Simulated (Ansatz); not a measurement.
# BLYP/6-311+G(d,p) run of AlNH4O2 (SMILES [NH2][Al]([OH])[OH])

What is the energy change on altering one bond length of AlNH4O2 at BLYP/6-311+G**? 

Program for the calculation: Ansatz 0.2.0.

50 further runs of the same task are left out: 50 set aside as unsound or not needed.

### Step 1. Starting point

AlNH4O2 has 8 atoms, charge 0, and is taken as a singlet. SMILES: `[NH2][Al]([OH])[OH]`. The coordinates come from a PBE0-D4/def2-TZVP relaxation. This is one conformer, not always the lowest.

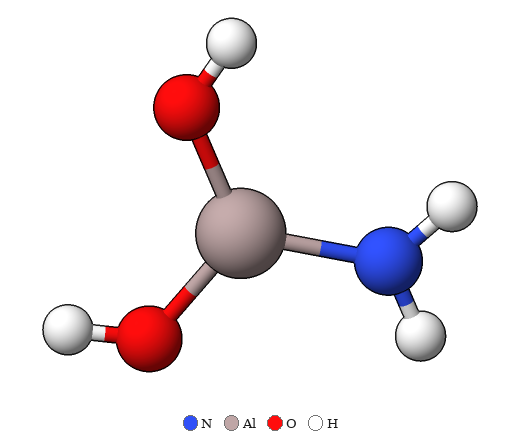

The structure, seen from a chosen angle (nitrogen blue, aluminium light grey, oxygen red, hydrogen white).

### Step 2. A single-point energy at BLYP/6-311+G(d,p)

input.yaml reads:

```yaml
crystal:
  periodic: [false, false, false]
  atoms:
    - {symbol: N, position_ang: [-0.453400, 1.370900, 0.159000]}
    - {symbol: Al, position_ang: [0.021900, -0.314300, -0.015200]}
    - {symbol: O, position_ang: [1.569400, -0.806100, -0.500900]}
    - {symbol: O, position_ang: [-1.140100, -1.496100, 0.324200]}
    - {symbol: H, position_ang: [0.132800, 2.170000, -0.009000]}
    - {symbol: H, position_ang: [-1.372600, 1.662000, 0.447700]}
    - {symbol: H, position_ang: [2.287000, -0.213800, -0.712700]}
    - {symbol: H, position_ang: [-0.952800, -2.429800, 0.251200]}
basis:
  gaussian:
    orbitals: 6-311+G_st__st_-spherical.json
magnetization:
  spin_polarized: false
  initial_magnetization: 0
hamiltonian:
  xc: {name: BLYP}
accuracy: high
output: {orbitals: {seedname: orbitals}}
```

The basis set 6-311+G** is read from a file made from the Basis Set Exchange's data (not shown).

Launch:

```console
$ ansatz run input.yaml --threads 1 --pin off --max-ram 3480MiB --events-out events.jsonl --progress --plain --runs-dir runs
```

The program printed:

```text
Warning: RAYON_NUM_THREADS=1 ignored (pool sized by the plan → 1); use --threads N
Functional definition: BLYP
  name "BLYP"
  parameter beta = 0.0042
  parameter a = 0.04918
  parameter b = 0.132
  parameter c = 0.2533
  parameter d = 0.349
  exchange = b88_x(beta = beta)
  correlation = lyp_c(a = a, b = b, c = c, d = d)
2215 factors; integrals over basis functions are off by at most 1.9e-8 eV
mean field evaluation 1: about -12223.9260 eV, gradient 1.3e2 eV
mean field evaluation 2: about -12072.3630 eV, gradient 2.6e2 eV
mean field evaluation 4: about -12249.5439 eV, gradient 3.2e1 eV
mean field evaluation 8: about -12251.3919 eV, gradient 9.2e-1 eV
mean field evaluation 16: about -12251.3911 eV, gradient 9.7e-6 eV
mean field -12251.39110814 eV, -450.2303189329 hartree, gradient 3.5e-8 eV, S^2 0.000000; 0 other end points of the search recorded, 0 dependent functions left out
reference -12251.39117301 eV, -450.2303213170 hartree; 20, 20 occupied and 100, 100 virtual orbitals, 2215 factors
Total energy: -12251.39117301 eV, -450.2303213170 hartree
```

Run time: 7.2 s. Hardware: 1 thread of Arm Neoverse V2, shared host; peak memory 0.32 GiB.

### Step 3. The distorted shape

input.yaml reads:

```yaml
crystal:
  periodic: [false, false, false]
  atoms:
    - {symbol: N, position_ang: [-0.917641, 1.518437, 0.304707]}
    - {symbol: Al, position_ang: [-0.442341, -0.166763, 0.130507]}
    - {symbol: O, position_ang: [1.569400, -0.806100, -0.500900]}
    - {symbol: O, position_ang: [-1.604341, -1.348563, 0.469907]}
    - {symbol: H, position_ang: [-0.331441, 2.317537, 0.136707]}
    - {symbol: H, position_ang: [-1.836841, 1.809537, 0.593407]}
    - {symbol: H, position_ang: [2.287000, -0.213800, -0.712700]}
    - {symbol: H, position_ang: [-1.417041, -2.282263, 0.396907]}
basis:
  gaussian:
    orbitals: 6-311+G_st__st_-spherical.json
total_charge: 0
hamiltonian:
  xc: {name: BLYP}
accuracy: high
output: {orbitals: {seedname: orbitals}}
```

The basis set 6-311+G** is read from a file made from the Basis Set Exchange's data (not shown).

Launch:

```console
$ ansatz run input.yaml --threads 1 --pin off --max-ram 3480MiB --events-out events.jsonl --progress --plain --runs-dir runs
```

The program printed, shortened:

```text
Warning: RAYON_NUM_THREADS=1 ignored (pool sized by the plan → 1); use --threads N
[... 9 set-up lines as earlier in the session ...]
2209 factors; integrals over basis functions are off by at most 1.2e-8 eV
mean field evaluation 1: about -12221.4336 eV, gradient 1.3e2 eV
mean field evaluation 2: about -12032.1284 eV, gradient 2.6e2 eV
mean field evaluation 4: about -12247.1098 eV, gradient 4.1e1 eV
mean field evaluation 8: about -12250.1177 eV, gradient 4.9e-1 eV
mean field evaluation 16: about -12250.1132 eV, gradient 5.2e-5 eV
mean field -12250.11324271 eV, -450.1833582448 hartree, gradient 5.6e-8 eV, S^2 0.000000; 0 other end points of the search recorded, 0 dependent functions left out
reference -12250.11330765 eV, -450.1833606312 hartree; 20, 20 occupied and 100, 100 virtual orbitals, 2209 factors
Total energy: -12250.11330765 eV, -450.1833606312 hartree
```

Run time: 7.2 s. Hardware: 1 thread of Arm Neoverse V2, shared host; peak memory 0.31 GiB.

### Step 4. Outcome

At BLYP/6-311+G**:

| quantity | value |
| --- | --- |
| first shape: total energy | -450.23032 Eh |
| first shape: HOMO energy | -5.92 eV |
| first shape: LUMO energy | -1.42 eV |
| first shape: HOMO–LUMO gap | 4.50 eV |
| distorted shape: total energy | -450.18336 Eh |
| distorted shape: HOMO energy | -5.89 eV |
| distorted shape: LUMO energy | -2.20 eV |
| distorted shape: HOMO–LUMO gap | 3.68 eV |
| energy change with the Al2–O3 bond stretched from 1.695 to 2.203 Å | 1.278 eV |

With the Al2–O3 bond stretched from 1.695 to 2.203 Å the energy rises by 1.28 eV (123 kJ/mol). The first shape isn't relaxed at this level, so the change isn't measured from a minimum.
